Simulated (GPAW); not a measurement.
Two runs for the O K edge of atom 3 in SiO2 (Stishovite, P4_2/mnm). Run A: GPAW, PBE, full core hole (charged cell), 12-atom cell with 5.0 Å between holes, 6×6×6 k points, dipole transitions, Gaussian full width 0.9 eV up to 4 eV, rising linearly to 3.5 eV at 25 eV. Run B differs in one choice.

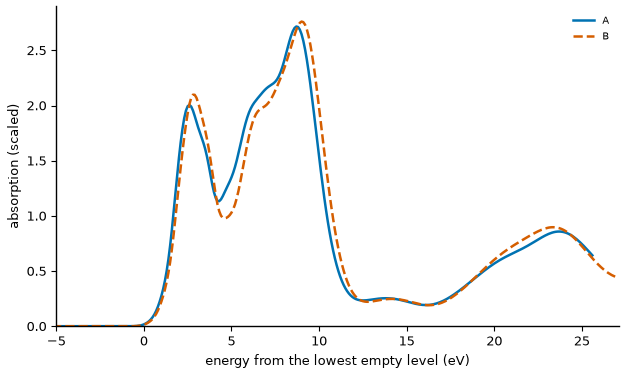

Energy from the lowest empty level; intensity scaled to a mean of 1 over the first 20 eV.

**Question.** What was changed?
a) the plane-wave cutoff
b) the k mesh of the field
c) the volume of the cell
d) the k mesh of the spectrum

(c): run B changes the volume scale from 1 to 1.06. The scaled spectrum changes by 12 % r.m.s. A shift of +0.2 eV leaves 7 %. The highest intensity below 16 eV goes from 8.7 eV (2.72) to 9.0 eV (2.76). Other settings could leave a like mark; this is the one that was changed.

[Hosts, paths, dates, database ids (printed as entryN), source tags and the programs' standing remarks are cut or masked in the printed files.]

[Lists of maxima count a maximum above −3 eV only where it reaches 4 % of the highest in the window and stands out from its surroundings by 2 % of it (1.5 % where it reaches 55 %); shoulders and weaker maxima are passed over, and of the rest the first, up to two pre-edge ones and the few strongest are named.]
